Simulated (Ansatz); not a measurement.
# Run report: C18HF, geometry relaxation (part 4 of 4)

Continued. System: C18HF (slab, 20 atoms in the cell). Method: DFT PBE, scalar-relativistic, plane waves, PAW, no spin polarisation (Ansatz 0.2.0); cutoff 420 eV, 2×2×1 k-mesh, Gaussian smearing of 0.02 eV. It belongs to a series of runs on one base structure; here: end point A relaxed.

Geometry of the input (Å; fractional positions):
```
7.3980  0.0000  0.0000
-3.6990  6.4069  0.0000
0.0000  0.0000  12.0000
C  0.0000  0.0000  0.0833
C  0.2222  0.1111  0.0833
C  0.0000  0.3333  0.0833
C  0.2222  0.4444  0.0833
C  -0.0000  0.6667  0.0833
C  0.2222  0.7778  0.0833
C  0.3333  0.0000  0.0833
C  0.5556  0.1111  0.0833
C  0.3333  0.3333  0.0833
C  0.5556  0.4444  0.0833
C  0.3333  0.6667  0.0833
C  0.5556  0.7778  0.0833
C  0.6667  0.0000  0.0833
C  0.8889  0.1111  0.0833
C  0.6667  0.3333  0.0833
C  0.8889  0.4444  0.0833
C  0.6667  0.6667  0.0833
C  0.8889  0.7778  0.0833
F  0.6241  0.1241  0.2375
H  0.7567  0.1916  0.2708
```

Trajectory as extended XYZ, continued:
```
20
Lattice="7.3980 0.0000 0.0000 -3.6990 6.4069 0.0000 0.0000 0.0000 12.0000" Properties=species:S:1:pos:R:3:forces:R:3 step=20 energy=-5340.76538
C    -0.1576   -0.0817    0.9260   -0.0143   0.0162  -0.0031
C     1.0817    0.6345    0.9260   -0.0094   0.0057  -0.0008
C    -1.3771    2.0540    0.9354   -0.0023  -0.0251  -0.0016
C    -0.1566    2.7583    0.9326    0.0004  -0.0175   0.0058
C    -2.6177    4.1777    0.9261   -0.0270  -0.0119  -0.0013
C    -1.3767    4.8938    0.9263    0.0199   0.0127  -0.0002
C     2.3220   -0.0821    0.9256    0.0082  -0.0104  -0.0006
C     3.5399    0.6213    0.9256    0.0186  -0.0128   0.0005
C     1.0824    2.0414    0.9279   -0.0080  -0.0123  -0.0002
C     2.3223    2.7585    0.9263    0.0153   0.0100  -0.0010
C    -0.1581    4.1911    0.9283    0.0004   0.0277   0.0002
C     1.0818    4.9057    0.9263   -0.0154   0.0033  -0.0006
C     4.7797   -0.0952    0.9257   -0.0195   0.0090   0.0005
C     6.0211    0.6201    0.9282    0.0152   0.0109  -0.0037
C     3.5396    2.0547    0.9258    0.0056   0.0079   0.0010
C     4.7784    2.7714    0.9282   -0.0114   0.0029   0.0002
C     2.3222    4.1894    0.9261    0.0118  -0.0100   0.0010
C     3.5403    4.8925    0.9249    0.0082  -0.0154   0.0018
F     5.7735    1.7104    4.1548    0.0420   0.0254  -0.1008
H     5.9976    1.8546    3.2539   -0.0385  -0.0165   0.1030
20
Lattice="7.3980 0.0000 0.0000 -3.6990 6.4069 0.0000 0.0000 0.0000 12.0000" Properties=species:S:1:pos:R:3:forces:R:3 step=21 energy=-5340.76755
C    -0.1720   -0.0926    0.9233    0.0019   0.0071   0.0005
C     1.0672    0.6233    0.9240   -0.0129  -0.0075  -0.0008
C    -1.3913    2.0420    0.9330    0.0075  -0.0111   0.0061
C    -0.1706    2.7466    0.9313   -0.0015  -0.0087   0.0040
C    -2.6325    4.1662    0.9245   -0.0101   0.0052   0.0001
C    -1.3905    4.8830    0.9250   -0.0055   0.0070  -0.0014
C     2.3082   -0.0936    0.9244    0.0053  -0.0039  -0.0009
C     3.5262    0.6098    0.9248    0.0019  -0.0091  -0.0004
C     1.0681    2.0299    0.9266   -0.0060   0.0049   0.0004
C     2.3086    2.7475    0.9254    0.0007   0.0068  -0.0005
C    -0.1722    4.1806    0.9274    0.0126   0.0039  -0.0008
C     1.0673    4.8947    0.9254   -0.0098  -0.0041   0.0004
C     4.7652   -0.1062    0.9245   -0.0078   0.0006  -0.0030
C     6.0071    0.6091    0.9253    0.0095   0.0098   0.0054
C     3.5258    2.0437    0.9250   -0.0012   0.0025  -0.0013
C     4.7637    2.7600    0.9267   -0.0016   0.0019   0.0020
C     2.3083    4.1778    0.9252   -0.0030  -0.0112  -0.0008
C     3.5262    4.8809    0.9235    0.0156  -0.0003  -0.0012
F     5.9401    1.8086    4.1762    0.0423   0.0424  -0.1934
H     6.0858    1.9588    3.2585   -0.0383  -0.0365   0.1855
20
Lattice="7.3980 0.0000 0.0000 -3.6990 6.4069 0.0000 0.0000 0.0000 12.0000" Properties=species:S:1:pos:R:3:forces:R:3 step=22 energy=-5340.76971
C    -0.1845   -0.1025    0.9246    0.0201  -0.0028   0.0036
C     1.0543    0.6129    0.9256   -0.0102  -0.0111  -0.0010
C    -1.4035    2.0310    0.9354    0.0006   0.0014   0.0045
C    -0.1829    2.7358    0.9339    0.0089   0.0018  -0.0027
C    -2.6454    4.1559    0.9265   -0.0009   0.0063   0.0006
C    -1.4028    4.8731    0.9268   -0.0097   0.0046  -0.0007
C     2.2960   -0.1042    0.9260    0.0031  -0.0077   0.0003
C     3.5142    0.5991    0.9270   -0.0002  -0.0069  -0.0004
C     1.0554    2.0193    0.9288   -0.0056   0.0152  -0.0010
C     2.2965    2.7375    0.9277   -0.0064   0.0100   0.0009
C    -0.1844    4.1708    0.9296    0.0125  -0.0043  -0.0006
C     1.0545    4.8844    0.9275   -0.0087  -0.0068   0.0001
C     4.7524   -0.1164    0.9266   -0.0052  -0.0015  -0.0029
C     5.9950    0.5991    0.9270   -0.0091   0.0079   0.0090
C     3.5136    2.0336    0.9275    0.0095   0.0081  -0.0020
C     4.7509    2.7497    0.9293   -0.0090  -0.0026  -0.0025
C     2.2961    4.1671    0.9273   -0.0021  -0.0123  -0.0013
C     3.5140    4.8703    0.9253    0.0099  -0.0035  -0.0021
F     6.0855    1.9349    4.1660    0.0223   0.0213  -0.1801
H     6.1636    2.0192    3.2317   -0.0200  -0.0170   0.1775
20
Lattice="7.3980 0.0000 0.0000 -3.6990 6.4069 0.0000 0.0000 0.0000 12.0000" Properties=species:S:1:pos:R:3:forces:R:3 step=24 energy=-5340.77111
C    -0.1979   -0.1113    0.9264    0.0066  -0.0056   0.0023
C     1.0401    0.6037    0.9268   -0.0067   0.0010   0.0000
C    -1.4172    2.0215    0.9370    0.0014   0.0048   0.0008
C    -0.1964    2.7264    0.9346    0.0052   0.0022  -0.0044
C    -2.6595    4.1470    0.9275   -0.0102  -0.0041   0.0006
C    -1.4166    4.8643    0.9277    0.0065  -0.0025  -0.0001
C     2.2822   -0.1137    0.9272    0.0061  -0.0015   0.0004
C     3.5004    0.5896    0.9283    0.0074  -0.0026  -0.0001
C     1.0412    2.0104    0.9297   -0.0068   0.0037  -0.0015
C     2.2826    2.7287    0.9286    0.0024  -0.0006   0.0002
C    -0.1979    4.1619    0.9303    0.0031  -0.0006  -0.0009
C     1.0403    4.8751    0.9287   -0.0125   0.0024  -0.0004
C     4.7383   -0.1255    0.9282   -0.0096  -0.0001   0.0000
C     5.9813    0.5903    0.9294   -0.0041  -0.0003   0.0059
C     3.4999    2.0247    0.9287    0.0082   0.0043  -0.0008
C     4.7367    2.7405    0.9305   -0.0110   0.0009   0.0010
C     2.2823    4.1576    0.9284    0.0103  -0.0010  -0.0005
C     3.5006    4.8610    0.9265    0.0026  -0.0046  -0.0002
F     6.2614    2.0463    4.1574   -0.0043   0.0024  -0.0923
H     6.2367    2.0717    3.2181    0.0071   0.0030   0.0960
20
Lattice="7.3980 0.0000 0.0000 -3.6990 6.4069 0.0000 0.0000 0.0000 12.0000" Properties=species:S:1:pos:R:3:forces:R:3 step=25 energy=-5340.77049 accepted=F
C    -0.1978   -0.1097    0.9266    0.0357  -0.0843   0.0012
C     1.0384    0.6042    0.9266    0.0500  -0.0697  -0.0004
C    -1.4157    2.0203    0.9371   -0.1227  -0.0089  -0.0005
C    -0.1963    2.7243    0.9340    0.0799   0.0961  -0.0012
C    -2.6603    4.1468    0.9276   -0.0462   0.0361   0.0010
C    -1.4163    4.8647    0.9275   -0.0051   0.0496   0.0005
C     2.2835   -0.1150    0.9270   -0.1015  -0.0202   0.0007
C     3.5004    0.5877    0.9284    0.0769   0.0769  -0.0005
C     1.0404    2.0101    0.9291   -0.0345   0.0494  -0.0005
C     2.2830    2.7293    0.9284   -0.0226   0.0408  -0.0007
C    -0.1978    4.1636    0.9299    0.0298  -0.0897  -0.0017
C     1.0385    4.8758    0.9286    0.0532  -0.0833   0.0006
C     4.7373   -0.1258    0.9286   -0.0323   0.0546  -0.0017
C     5.9817    0.5909    0.9299   -0.0269   0.0372   0.0057
C     3.4999    2.0263    0.9287    0.0426  -0.0722   0.0005
C     4.7348    2.7412    0.9307    0.0561  -0.0800  -0.0022
C     2.2838    4.1562    0.9283   -0.1073  -0.0096  -0.0010
C     3.5007    4.8591    0.9266    0.0707   0.0745  -0.0008
F     6.2611    2.0502    4.1575   -0.0028   0.0014  -0.0588
H     6.2393    2.0704    3.2189    0.0069   0.0014   0.0597
20
Lattice="7.3980 0.0000 0.0000 -3.6990 6.4069 0.0000 0.0000 0.0000 12.0000" Properties=species:S:1:pos:R:3:forces:R:3 step=26 energy=-5340.77124
C    -0.1978   -0.1113    0.9267   -0.0014   0.0053   0.0012
C     1.0398    0.6036    0.9268    0.0005  -0.0009   0.0000
C    -1.4173    2.0214    0.9372   -0.0012  -0.0099   0.0000
C    -0.1963    2.7263    0.9342    0.0039  -0.0075  -0.0016
C    -2.6599    4.1469    0.9276   -0.0038   0.0036   0.0003
C    -1.4165    4.8643    0.9276    0.0007   0.0116  -0.0001
C     2.2824   -0.1140    0.9271   -0.0053  -0.0097   0.0001
C     3.5006    0.5894    0.9283    0.0014  -0.0001  -0.0001
C     1.0410    2.0105    0.9294   -0.0074  -0.0011  -0.0012
C     2.2826    2.7289    0.9285    0.0034   0.0069  -0.0007
C    -0.1978    4.1620    0.9300    0.0003   0.0034  -0.0013
C     1.0398    4.8750    0.9286    0.0041  -0.0044  -0.0005
C     4.7379   -0.1255    0.9284   -0.0041  -0.0022   0.0006
C     5.9811    0.5904    0.9300    0.0081   0.0119   0.0024
C     3.5001    2.0249    0.9286   -0.0025   0.0019  -0.0002
C     4.7362    2.7405    0.9306    0.0028  -0.0044   0.0001
C     2.2825    4.1573    0.9283   -0.0084  -0.0064  -0.0004
C     3.5007    4.8606    0.9266    0.0053  -0.0017   0.0002
F     6.2608    2.0471    4.1569   -0.0023   0.0014  -0.0429
H     6.2384    2.0720    3.2187    0.0061   0.0022   0.0441
20
Lattice="7.3980 0.0000 0.0000 -3.6990 6.4069 0.0000 0.0000 0.0000 12.0000" Properties=species:S:1:pos:R:3:forces:R:3 step=27 energy=-5340.77144
C    -0.2005   -0.1124    0.9279   -0.0028  -0.0106  -0.0015
C     1.0357    0.6017    0.9271    0.0123  -0.0100   0.0000
C    -1.4200    2.0188    0.9378   -0.0297  -0.0090  -0.0043
C    -0.1991    2.7236    0.9335    0.0123   0.0159   0.0064
C    -2.6637    4.1454    0.9280   -0.0178  -0.0055  -0.0004
C    -1.4197    4.8632    0.9277    0.0117   0.0124   0.0002
C     2.2794   -0.1166    0.9274   -0.0148  -0.0064  -0.0001
C     3.4977    0.5869    0.9287    0.0183   0.0027   0.0007
C     1.0370    2.0088    0.9289   -0.0057   0.0012   0.0002
C     2.2795    2.7276    0.9283    0.0072   0.0150  -0.0015
C    -0.2005    4.1608    0.9295   -0.0049  -0.0057  -0.0008
C     1.0359    4.8730    0.9286    0.0071  -0.0063  -0.0002
C     4.7340   -0.1272    0.9293   -0.0127   0.0099   0.0017
C     5.9782    0.5894    0.9317    0.0001   0.0080  -0.0047
C     3.4972    2.0236    0.9289    0.0039  -0.0038   0.0013
C     4.7322    2.7385    0.9312    0.0122  -0.0066  -0.0017
C     2.2796    4.1547    0.9284   -0.0127  -0.0098   0.0001
C     3.4979    4.8582    0.9272    0.0137   0.0052   0.0012
F     6.2823    2.0662    4.1535    0.0015  -0.0006   0.0388
H     6.2754    2.0863    3.2165    0.0007   0.0037  -0.0353
20
Lattice="7.3980 0.0000 0.0000 -3.6990 6.4069 0.0000 0.0000 0.0000 12.0000" Properties=species:S:1:pos:R:3:forces:R:3 step=29 energy=-5340.77181
C    -0.2120   -0.1207    0.9277   -0.0001  -0.0025  -0.0025
C     1.0230    0.5925    0.9265   -0.0012   0.0056   0.0000
C    -1.4321    2.0091    0.9373   -0.0071  -0.0008  -0.0040
C    -0.2103    2.7144    0.9330   -0.0107   0.0018   0.0059
C    -2.6768    4.1369    0.9274    0.0018  -0.0044  -0.0009
C    -1.4315    4.8556    0.9270    0.0040  -0.0102   0.0002
C     2.2674   -0.1263    0.9269    0.0112   0.0079  -0.0008
C     3.4866    0.5777    0.9284    0.0020  -0.0047   0.0003
C     1.0241    2.0003    0.9280    0.0138  -0.0071   0.0021
C     2.2677    2.7200    0.9272   -0.0014  -0.0071   0.0005
C    -0.2118    4.1527    0.9285   -0.0060   0.0090   0.0022
C     1.0232    4.8638    0.9279   -0.0086   0.0089   0.0003
C     4.7211   -0.1355    0.9292    0.0022   0.0081  -0.0004
C     5.9665    0.5817    0.9317   -0.0137  -0.0031  -0.0046
C     3.4860    2.0154    0.9284    0.0049  -0.0008   0.0007
C     4.7196    2.7294    0.9305    0.0007  -0.0020   0.0000
C     2.2675    4.1450    0.9276    0.0162   0.0061   0.0005
C     3.4867    4.8489    0.9268   -0.0089  -0.0052   0.0005
F     6.3968    2.1483    4.1592   -0.0005   0.0008  -0.0317
H     6.3771    2.1611    3.2209    0.0012  -0.0004   0.0317
20
Lattice="7.3980 0.0000 0.0000 -3.6990 6.4069 0.0000 0.0000 0.0000 12.0000" Properties=species:S:1:pos:R:3:forces:R:3 step=30 energy=-5340.77184
C    -0.2144   -0.1222    0.9275   -0.0013   0.0041  -0.0019
C     1.0206    0.5909    0.9265   -0.0066  -0.0051   0.0000
C    -1.4349    2.0073    0.9371    0.0138   0.0071  -0.0028
C    -0.2128    2.7128    0.9334   -0.0066  -0.0018   0.0033
C    -2.6794    4.1353    0.9274    0.0081  -0.0023  -0.0007
C    -1.4338    4.8542    0.9270   -0.0145  -0.0066   0.0003
C     2.2652   -0.1279    0.9269    0.0065   0.0072  -0.0008
C     3.4845    0.5761    0.9285   -0.0125  -0.0034   0.0000
C     1.0217    1.9987    0.9282    0.0052   0.0070   0.0019
C     2.2655    2.7184    0.9273   -0.0052  -0.0032   0.0009
C    -0.2143    4.1514    0.9287    0.0083  -0.0048   0.0022
C     1.0205    4.8625    0.9280    0.0000   0.0002   0.0004
C     4.7184   -0.1368    0.9291    0.0098  -0.0057  -0.0007
C     5.9637    0.5804    0.9314    0.0043  -0.0131  -0.0034
C     3.4839    2.0138    0.9284   -0.0047   0.0031   0.0004
C     4.7170    2.7276    0.9305   -0.0023   0.0132   0.0000
C     2.2653    4.1433    0.9276   -0.0008   0.0024   0.0005
C     3.4843    4.8472    0.9268   -0.0020   0.0013   0.0001
F     6.4195    2.1652    4.1588   -0.0006  -0.0002  -0.0205
H     6.3982    2.1723    3.2208    0.0010   0.0007   0.0207
```

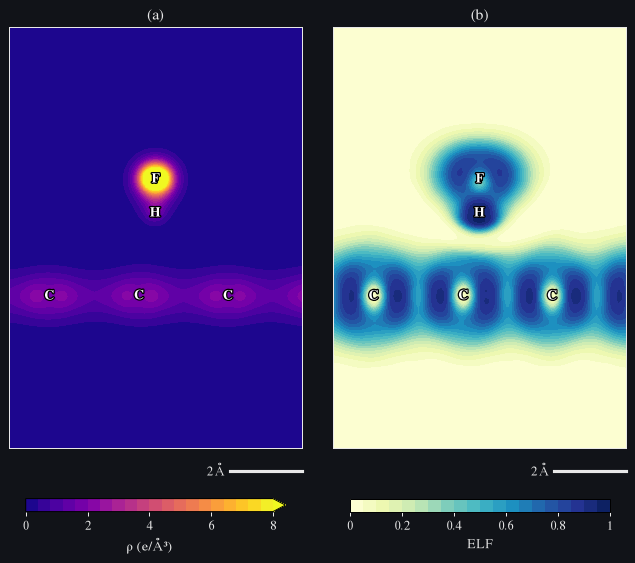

Figure 1. (a) valence charge density (pseudo); (b) electron localisation function on the (010) plane of the calculation cell, a cut from vacuum to vacuum. The section cuts through C, F and H sites. The density dies away to nearly zero in the vacuum. In a PAW calculation such maps are meaningful between the atoms, not at the nuclei.

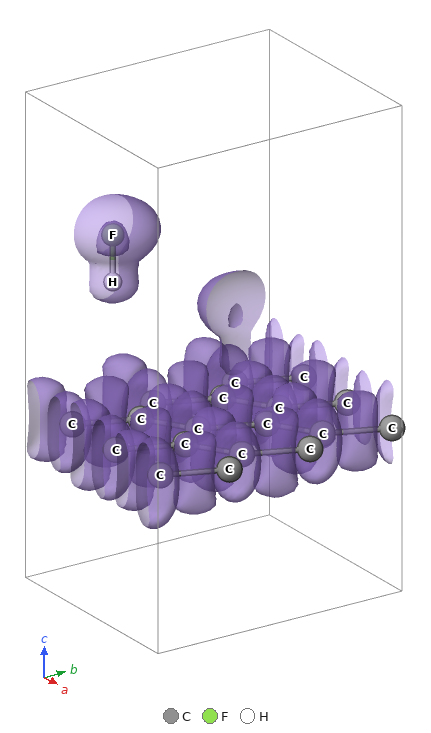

Figure 2. Isosurface of the electron localisation function at 0.7 (purple), seen slightly off an axis. Only the valence region is drawn (cores and ρ < 0.01 e/Å³ removed). Sticks mark near contacts. The ELF exceeds this value in 27 regions between bonded C–C atoms (shared pairs) and one joined region spread over several atoms (F, H), counted in one cell of 20 atoms. Counts are for one cell; the picture repeats the cell along the surface.

Key numbers:

- outcome: converged
- electrons treated: 80
- free energy: −5340.7718 eV
- Fermi energy: −1.340 eV
- gap on the k-point mesh: 0.19 eV
- final volume: 568.78 Å³
- largest force (length of the vector) at the end: 0.021 eV/Å
- hardware: 1 thread of Intel Xeon (Granite Rapids), 16 GiB of memory available, shared host
- wall time: 1.9 min
- peak memory: 0.73 GiB

Remarks:

The program warns: the exchange-correlation potential is rough where the density is thin. The k-point mesh is coarse for a cell of this size, so the results may not be converged.
